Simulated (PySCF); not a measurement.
# C₂H₇NSi: NMR shifts at several levels of theory, part 2 of 2

PySCF 2.14.0. Atoms count from 0. Earlier steps stand in the parts before.

## (9) Nuclear shieldings: LC-wPBE/pcSseg-2

The job: settings as JSON, then the geometry in Å.

```
{"job": {"kind": "nmr", "xc": "LC-wPBE", "basis": "pcSseg-2", "pop": false}, "charge": 0, "multiplicity": 1}
C      2.190306     0.242155     0.309636
N      1.145681     0.527023    -0.336349
Si    -0.258594    -0.519923    -0.506808
C     -1.754797     0.383571     0.158143
H      3.026834     0.964314     0.375237
H      2.357882    -0.717564     0.848203
H     -0.418099    -0.799350    -1.964990
H     -0.060095    -1.824960     0.216296
H     -1.649772     0.572382     1.237443
H     -2.670652    -0.206189    -0.001402
H     -1.870782     1.352117    -0.351193
```

With the program's defaults for keys left out, this is: GIAO LC-wPBE/pcSseg-2 NMR shielding, non-relativistic, gas phase.

The program printed:

```text
coarse grid: 9200 points
cycle   1  E = -424.4932643025  dE =  1.549e-01  |g| = 4.580e-01  |ddm| = 2.202e+00
cycle   2  E = -424.4941155373  dE = -8.512e-04  |g| = 5.101e-01  |ddm| = 5.173e-01
cycle   3  E = -424.5449217699  dE = -5.081e-02  |g| = 4.644e-02  |ddm| = 2.866e-01
cycle   4  E = -424.5455573417  dE = -6.356e-04  |g| = 2.209e-02  |ddm| = 5.364e-02
cycle   5  E = -424.5456767234  dE = -1.194e-04  |g| = 3.873e-03  |ddm| = 2.219e-02
cycle   6  E = -424.5456844681  dE = -7.745e-06  |g| = 1.602e-03  |ddm| = 7.093e-03
final grid: 82944 points
cycle   7  E = -424.5563644951  dE = -9.004e-05  |g| = 6.086e-03  |ddm| = 2.744e-02
cycle   8  E = -424.5563673012  dE = -2.806e-06  |g| = 4.438e-03  |ddm| = 4.878e-03
cycle   9  E = -424.5563706358  dE = -3.335e-06  |g| = 8.572e-04  |ddm| = 2.466e-03
cycle  10  E = -424.5563707687  dE = -1.329e-07  |g| = 3.217e-04  |ddm| = 6.704e-04
cycle  11  E = -424.5563707979  dE = -2.918e-08  |g| = 6.659e-05  |ddm| = 2.800e-04
cycle  12  E = -424.5563707999  dE = -1.951e-09  |g| = 1.988e-05  |ddm| = 1.108e-04
cycle  13  E = -424.5563708002  dE = -3.374e-10  |g| = 5.086e-06  |ddm| = 6.745e-05
converged SCF energy = -424.5563708002

GIAO shielding tensors (ppm)
atom      isotropic    diamagn.    paramagn.     s11        s22        s33       span
  0 C        2.159     248.509    -246.350   -104.726    -15.250    126.453    231.178
  1 N     -168.766     327.487    -496.254   -582.342   -209.751    285.793    868.136
  2 Si     362.618     877.874    -515.256    310.975    361.925    414.953    103.978
  3 C      192.265     244.449     -52.184    185.843    190.580    200.373     14.531
  4 H       22.743      28.491      -5.748     21.920     22.605     23.703      1.783
  5 H       22.691      30.347      -7.656     20.655     22.311     25.106      4.451
  6 H       26.396      29.278      -2.883     24.247     24.629     30.311      6.064
  7 H       26.716      30.121      -3.406     24.244     25.150     30.752      6.508
  8 H       31.102      30.622       0.480     27.208     28.333     37.765     10.557
  9 H       31.169      29.326       1.843     27.539     27.636     38.334     10.794
 10 H       30.551      29.832       0.720     26.691     27.602     37.360     10.669
```

It took 36 s on 1 thread of Arm Neoverse V2, shared host; peak memory 0.93 GiB.

This run: δ C0 186.1, C3 -4.0, N1 432.8, Si2 -15.9, H5 8.63, H4 8.57 ppm.

## (10) NMR shieldings: PBE0/STO-3G

Same as in step 9 but for these lines:

```diff
@@ -1,2 +1,2 @@
-{"job": {"kind": "nmr", "xc": "LC-wPBE", "basis": "pcSseg-2", "pop": false}, "charge": 0, "multiplicity": 1}
+{"job": {"kind": "nmr", "xc": "PBE0", "basis": "STO-3G", "pop": true}, "charge": 0, "multiplicity": 1}
 C      2.190306     0.242155     0.309636
```

Level: GIAO PBE0/STO-3G NMR shielding, non-relativistic, gas phase.

The program printed:

```text
coarse grid: 9200 points
cycle   1  E = -419.2970353647  dE =  8.637e-02  |g| = 5.146e-01  |ddm| = 3.938e+00
cycle   2  E = -419.1551496571  dE =  1.419e-01  |g| = 8.882e-01  |ddm| = 1.617e+00
cycle   3  E = -419.3823199774  dE = -2.272e-01  |g| = 6.699e-02  |ddm| = 1.017e+00
cycle   4  E = -419.3836943294  dE = -1.374e-03  |g| = 2.092e-02  |ddm| = 1.121e-01
cycle   5  E = -419.3838124046  dE = -1.181e-04  |g| = 4.209e-03  |ddm| = 2.576e-02
cycle   6  E = -419.3838179532  dE = -5.549e-06  |g| = 7.903e-04  |ddm| = 5.774e-03
final grid: 82944 points
cycle   7  E = -419.3620721112  dE = -5.319e-06  |g| = 3.040e-03  |ddm| = 1.122e-02
cycle   8  E = -419.3620727362  dE = -6.251e-07  |g| = 2.800e-03  |ddm| = 8.117e-03
cycle   9  E = -419.3620750788  dE = -2.343e-06  |g| = 6.166e-04  |ddm| = 3.965e-03
cycle  10  E = -419.3620751866  dE = -1.077e-07  |g| = 9.418e-05  |ddm| = 7.406e-04
cycle  11  E = -419.3620751892  dE = -2.639e-09  |g| = 1.290e-05  |ddm| = 1.293e-04
cycle  12  E = -419.3620751893  dE = -6.298e-11  |g| = 1.504e-06  |ddm| = 2.492e-05
converged SCF energy = -419.3620751893

GIAO shielding tensors (ppm)
atom      isotropic    diamagn.    paramagn.     s11        s22        s33       span
  0 C      110.904     253.774    -142.870     17.580    132.086    183.046    165.467
  1 N      -14.997     317.278    -332.275   -449.697     18.641    386.065    835.763
  2 Si     543.011     869.236    -326.225    494.619    541.055    593.358     98.739
  3 C      236.716     246.107      -9.391    228.955    237.681    243.511     14.556
  4 H       24.580      29.435      -4.855     24.195     24.409     25.137      0.942
  5 H       25.375      31.666      -6.292     21.709     25.912     28.503      6.794
  6 H       29.612      31.219      -1.607     26.262     27.075     35.498      9.236
  7 H       29.926      32.619      -2.693     26.492     27.365     35.920      9.428
  8 H       32.435      30.836       1.599     27.204     29.281     40.819     13.615
  9 H       32.339      29.441       2.898     27.022     28.810     41.184     14.162
 10 H       32.010      30.041       1.970     26.688     28.847     40.495     13.808
```

It took 2 s on 1 thread of Arm Neoverse V2, shared host; peak memory 0.32 GiB.

Key values: δ C0 123.8, C3 -2.0, N1 309.7, Si2 -25.4, H4 8.02, H5 7.23 ppm.

## (11) Shielding tensors: PBE0/6-31G

Same as in step 10 but for these lines:

```diff
@@ -1,2 +1,2 @@
-{"job": {"kind": "nmr", "xc": "PBE0", "basis": "STO-3G", "pop": true}, "charge": 0, "multiplicity": 1}
+{"job": {"kind": "nmr", "xc": "PBE0", "basis": "6-31G", "pop": true}, "charge": 0, "multiplicity": 1}
 C      2.190306     0.242155     0.309636
```

Level: GIAO PBE0/6-31G NMR shielding, non-relativistic, gas phase.

The program printed:

```text
coarse grid: 9200 points
cycle   1  E = -424.2618830137  dE =  2.011e-01  |g| = 4.412e-01  |ddm| = 2.888e+00
cycle   2  E = -424.1770461709  dE =  8.484e-02  |g| = 7.436e-01  |ddm| = 1.228e+00
cycle   3  E = -424.3103799384  dE = -1.333e-01  |g| = 1.087e-01  |ddm| = 7.898e-01
cycle   4  E = -424.3132884959  dE = -2.909e-03  |g| = 2.307e-02  |ddm| = 1.057e-01
cycle   5  E = -424.3134170981  dE = -1.286e-04  |g| = 4.652e-03  |ddm| = 2.509e-02
cycle   6  E = -424.3134234958  dE = -6.398e-06  |g| = 1.088e-03  |ddm| = 6.859e-03
final grid: 82944 points
cycle   7  E = -424.2708837872  dE = -6.669e-06  |g| = 5.390e-03  |ddm| = 1.166e-02
cycle   8  E = -424.2708800544  dE =  3.733e-06  |g| = 6.691e-03  |ddm| = 1.124e-02
cycle   9  E = -424.2708912431  dE = -1.119e-05  |g| = 1.242e-03  |ddm| = 6.655e-03
cycle  10  E = -424.2708916093  dE = -3.662e-07  |g| = 1.235e-04  |ddm| = 1.066e-03
cycle  11  E = -424.2708916127  dE = -3.393e-09  |g| = 4.516e-05  |ddm| = 1.617e-04
cycle  12  E = -424.2708916133  dE = -5.596e-10  |g| = 1.051e-05  |ddm| = 6.001e-05
converged SCF energy = -424.2708916133

GIAO shielding tensors (ppm)
atom      isotropic    diamagn.    paramagn.     s11        s22        s33       span
  0 C       37.901     254.749    -216.848    -50.832     25.486    139.048    189.880
  1 N     -134.100     331.383    -465.483   -553.441   -144.519    295.661    849.102
  2 Si     438.648     881.842    -443.194    382.336    439.719    493.890    111.555
  3 C      202.596     253.031     -50.435    194.833    203.160    209.795     14.963
  4 H       23.385      27.963      -4.578     22.753     23.356     24.046      1.292
  5 H       23.189      29.501      -6.312     21.099     23.454     25.014      3.915
  6 H       27.369      29.739      -2.371     24.231     25.544     32.330      8.099
  7 H       27.828      29.961      -2.133     24.803     25.815     32.866      8.063
  8 H       32.181      30.331       1.850     27.501     29.571     39.471     11.970
  9 H       32.320      29.697       2.623     27.704     29.034     40.223     12.520
 10 H       31.577      29.854       1.723     26.973     28.805     38.953     11.980
```

Run time: 3.9 s. Hardware: 1 thread of Arm Neoverse V2, shared host; peak memory 0.37 GiB.

In short: δ C0 161.6, C3 -3.1, N1 394.8, Si2 6.1, H5 9.42, H4 9.23 ppm.

## (12) Comparing the runs: NMR shifts

Shifts (ppm) of some atoms, chosen among heavy atoms and hydrogens apart, means over like atoms, with basis size and wall time:

```tsv
run	C0	C3	H5	H4	H6	N1	Si2	functions	time
PBE0/pcSseg-2	179.1	-4.0	8.81	8.65	4.91	430.4	-16.9	249	21 s
mPW1PW91/pcSseg-2	178.9	-3.8	8.77	8.63	4.87	429.3	-17.3	249	21 s
WP04/pcSseg-2	175.1	-3.1	8.37	8.22	4.23	410.9	-23.9	249	22 s
B97-2/pcSseg-2	174.8	-3.6	8.76	8.58	4.81	416.0	-18.1	249	22 s
BHandHLYP/pcSseg-2	176.9	-3.3	8.53	8.44	4.66	434.5	-19.6	249	22 s
CAM-B3LYP/pcSseg-2	180.5	-3.8	8.69	8.55	4.80	441.0	-19.5	249	30 s
wB97X-D/pcSseg-2	180.1	-3.9	8.71	8.58	4.84	430.3	-18.1	249	28 s
LC-wPBE/pcSseg-2	186.1	-4.0	8.63	8.57	4.76	432.8	-15.9	249	36 s
PBE0/STO-3G	123.8	-2.0	7.23	8.02	2.84	309.7	-25.4	31	2 s
PBE0/6-31G	161.6	-3.1	9.42	9.23	5.01	394.8	6.1	54	3.9 s
```

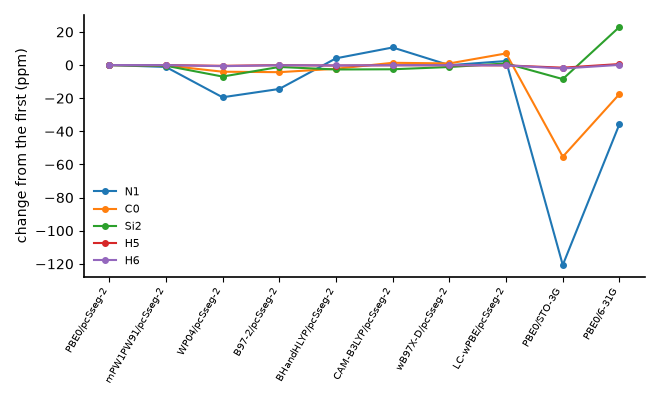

How five of the tabulated atoms move from run to run.

## (13) Outcome

This closing draws on all 2 parts.

| quantity | value |
| --- | --- |
| 13C shifts against TMS (PBE0/pcSseg-2) | 179.1, -4.0 ppm |
| 1H shifts against TMS (PBE0/pcSseg-2, means over atoms taken as alike) | 8.81, 8.65, 4.91, 0.38 ppm |
| 15N shifts against NH3 (PBE0/pcSseg-2) | 430.4 ppm |
| 29Si shifts against TMS (PBE0/pcSseg-2) | -16.9 ppm |
| range of the shift of N1 | 309.7 to 441.0 ppm |
| property runs in this session | 10, of which 0 failed and 1 gave unsound results |

**Reading.** Single values in the summary come from the first run of each kind that ended normally (PBE0/pcSseg-2), which need not be the best level. At PBE0/pcSseg-2: Shielding is most anisotropic at N1 (span 845 ppm, paramagnetic term -496 ppm). In ppm, N1 moves most: its shift spreads over 131.3 ppm, from 309.7 (PBE0/STO-3G) to 441.0 (CAM-B3LYP/pcSseg-2). A minimal basis is unusable for shieldings, so that end is no result.
